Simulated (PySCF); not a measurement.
**C₄H₅N₂OP: density, localisation and related maps**

```tsv
atom	x (Å)	y (Å)	z (Å)
C	-2.1684	-0.1381	-0.2441
C	-1.1272	0.2919	0.7502
O	-1.3853	0.8158	1.8158
C	0.2607	0.0413	0.3642
N	1.2373	0.4088	1.2313
N	2.4721	0.1780	0.8776
C	2.5095	-0.3887	-0.3025
P	0.9504	-0.6760	-1.0652
H	-2.0797	-1.2072	-0.4266
H	-2.0074	0.3780	-1.1885
H	-3.1609	0.0893	0.1352
H	1.0267	0.8450	2.1217
H	3.4678	-0.6375	-0.7227
```

Geometry: GFN2-xTB.

All numbers below come from PySCF, PBE0/def2-SVPD, SCF density, gas phase.

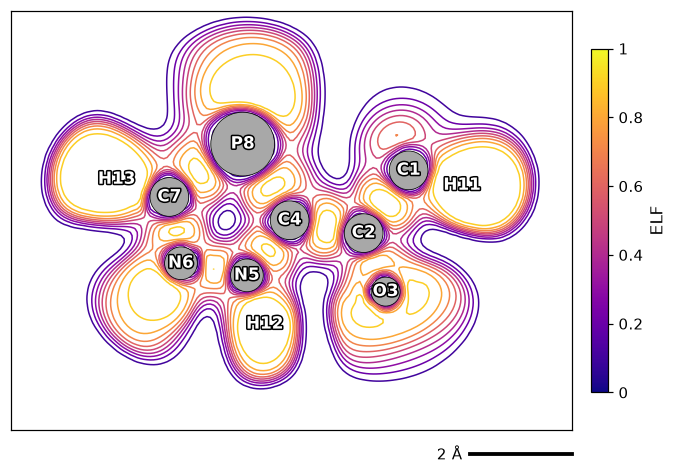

Figure 1. Electron localisation function on the plane of atoms C2, C4 and P8. Grey discs cover the atomic cores.

Q: Describe what can be read from this map.

A:
- Atoms in the plane: C, O, N, P and H.
- C–O (1.22 Å): the ELF peaks at about 0.85 between the atoms; a multiple bond.
- N–N (1.31 Å): the ELF peaks at about 0.90 between the atoms, as expected for a covalent bond.
- C–N (1.31 Å): the ELF peaks at about 0.90 between the atoms (localised, covalent bonding).
- C–C (1.46 Å): the ELF peaks at about 0.95 between the atoms: a shared electron pair.
- C–P (1.74 Å): the ELF peaks at about 0.95 between the atoms, as expected for localised, covalent bonding.
- The ELF also peaks beside O3, N6 and P8, away from the bonds: lone-pair regions.

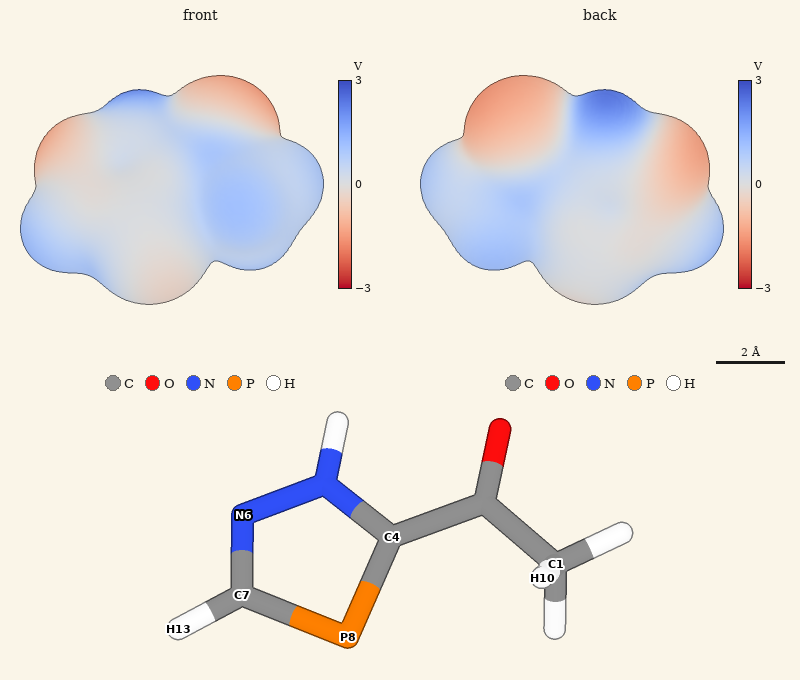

Figure 2. The electrostatic potential painted on the density surface at 0.002 e/bohr³, seen from the front and from behind; the colour scale runs from red (negative) to blue (positive). The bare structure is drawn below in the same view.

Q: Describe the electrostatic potential map.

A: The most negative region (about −1.5 V) lies over O3, the most positive (about +2.3 V) over H12. O3 is the likeliest acceptor of a hydrogen bond.

Q: How polar is the molecule by this calculation?

A: Its dipole moment is 1.49 D.

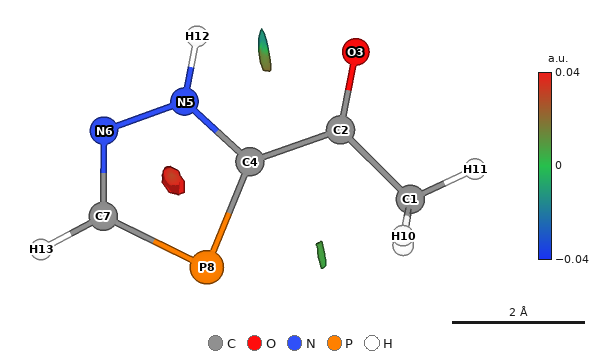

Figure 3. Non-covalent interaction (NCI) plot: the surface where the reduced density gradient is 0.5, for densities under 0.05 a.u., coloured by sign(λ₂)ρ; seen across its widest extent.

Q: Which non-covalent interactions does the plot reveal?

A: H12···O3 (2.4 Å): a hydrogen bond (blue, attractive); between C1 and H9 on one side and P8 and C4 on the other: a weak contact (green); inside the ring or cage of C4, N5, N6, C7 and P8: steric crowding (red).
